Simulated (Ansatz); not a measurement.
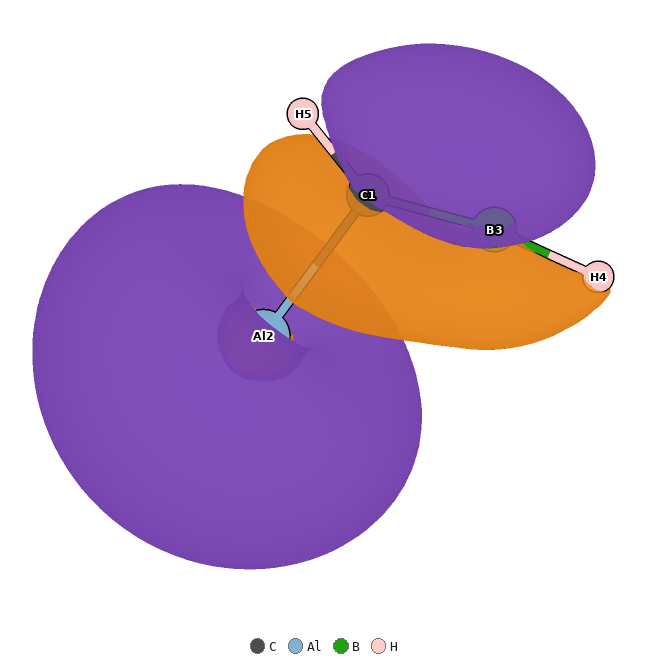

The picture shows: CH₂AlB (SMILES B=[CH][Al]). One frontier orbital at ±0.06 Å⁻³ᐟ² (orange and purple are the two phases), seen at a tilt.

Geometry: B3LYP-D3(BJ)/6-311G**.

All numbers below come from Ansatz, isolated molecule in a Gaussian basis; Kohn-Sham density functional theory, functional PBE0.

```xyz
5

C     0.2118    0.7792    0.0666
Al   -0.7593   -0.4960    1.2717
B     0.6340    0.1916   -1.0764
H     0.9116   -0.4891   -1.9871
H     0.2272    1.7423    0.5586
```

**Which orbital is it: HOMO or LUMO?**

The HOMO, at −6.03 eV. By Hirshfeld shares it lies mainly on Al2 (about 70 %), C1 (about 15 %) and B3 (about 10 %); it is symmetric in the molecular plane (an in-plane orbital: σ, lone-pair or in-plane π type).
